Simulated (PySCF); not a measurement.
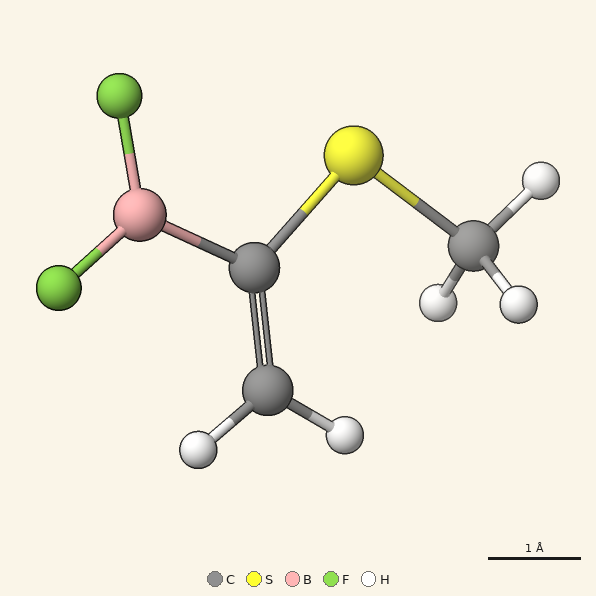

A ball-and-stick model of a molecule. Double and triple bonds are drawn as two and three sticks.

Computed geometry: PBE0-D3(BJ)/def2-SVP optimisation. No frequency run is at hand to confirm it as a minimum.

> What is the molecular formula?

C₃H₅BF₂S, 12 atoms: 3 carbon, 5 hydrogen, 1 boron, 2 fluorine and 1 sulfur.

> Name functional groups in it.

Among them: alkene, thioether.

> Count the bonded pairs by element.

5 C–H, 2 C–S, 2 B–F, 1 C–C, 1 C–B.

> Give a SMILES string for it.

C=C(SC)B(F)F

> Describe its rings.

It has no ring.

The parts below concern this one geometry. Atoms keep their numbers from picture to picture.

**Core levels**

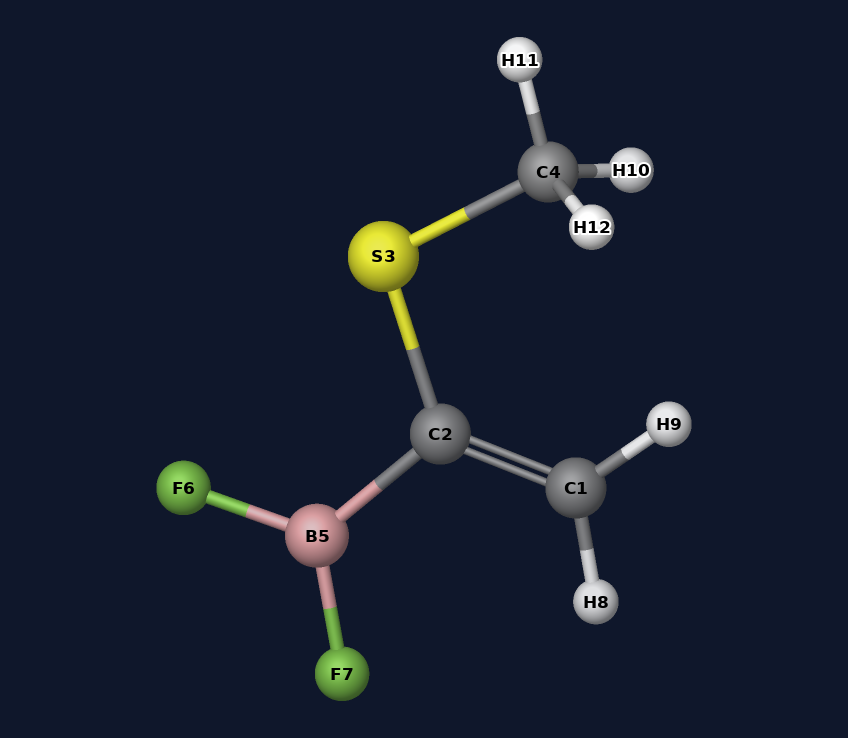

No frequency run is at hand to confirm it as a minimum. Method: delta-SCF UKS SCAN, pcX-2 on the ionised atom, pcseg-1 elsewhere, spin-free X2C (PySCF 2.14.0).

Give the core-electron binding energies (to vacuum; p and d levels without spin–orbit splitting) of C1 1s, C2 1s, S3 1s, S3 2p, C4 1s, B5 1s, F6 1s.

| atom | level | binding energy (eV) |
| --- | --- | --- |
| C1 | 1s | 290.3 |
| C2 | 1s | 291.1 |
| S3 | 1s | 2477.5 |
| S3 | 2p | 170.0 |
| C4 | 1s | 291.6 |
| B5 | 1s | 199.0 |
| F6 | 1s | 693.4 |

**Dipole moment**

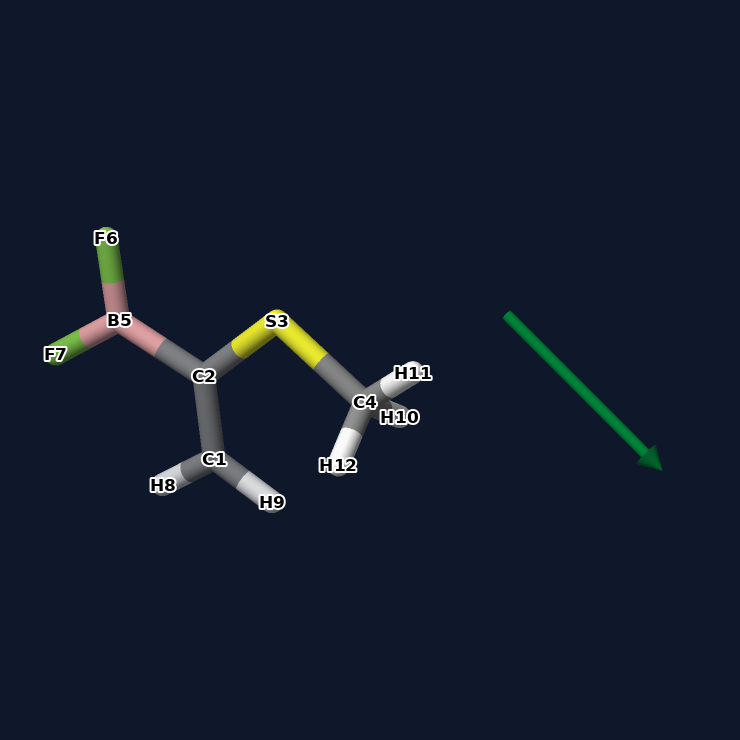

The arrow beside the molecule shows the direction of the dipole moment, from the negative to the positive end (its length means nothing). No frequency run is at hand to confirm it as a minimum. Properties computed with PBE0/def2-SVP, gas phase (PySCF 2.14.0).

> Estimate the dipole moment.

2.80 D; it points from the side of F6 to the side of H10, H12 (the outermost atoms at the two ends).

**Polarisability**

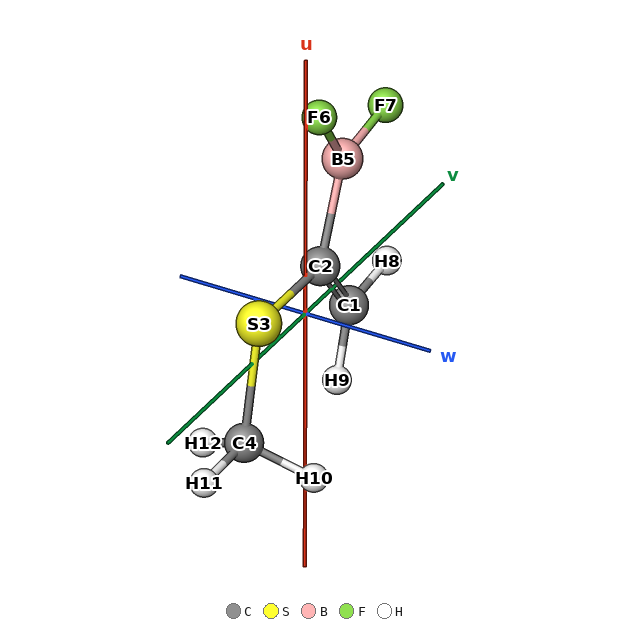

The lines u, v and w are the principal axes of the static dipole polarisability. No frequency run is at hand to confirm it as a minimum. Method: PBE0/def2-TZVP (PySCF 2.14.0).

> Along which axis is the molecule most polarisable, and along which least?

Most along v (nearly parallel to the C2–S3 bond), least along w.

> Give the three principal values.

u 76.2, v 84.6, w 45.5 bohr³; mean 68.7, anisotropy 35.6 bohr³.

**Excitation**

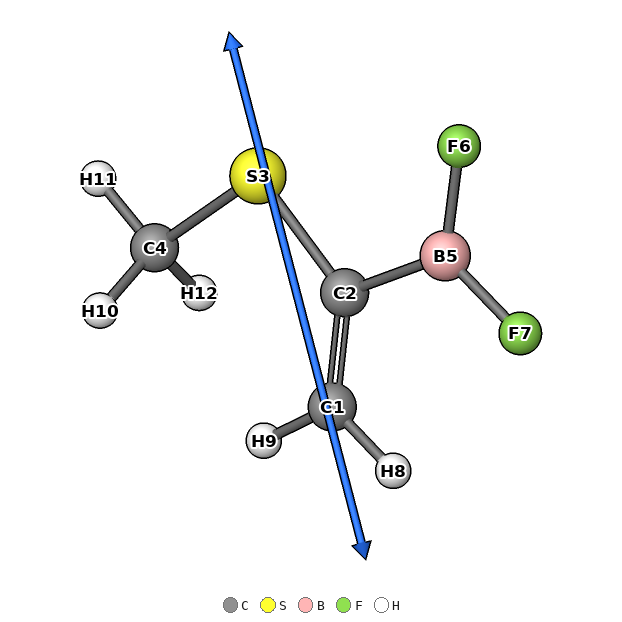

The double arrow shows the direction of the transition dipole to excited singlet state 1 (its length means nothing). No frequency run is at hand to confirm it as a minimum. Properties computed with TDDFT PBE0/aug-cc-pVDZ, vertical, gas phase, core orbitals frozen in the response (PySCF 2.14.0).

> Where does the transition lie, and how strong is it?

4.47 eV (277 nm), oscillator strength 0.11, mainly HOMO → LUMO (weight 0.97); transition dipole 2.56 D.
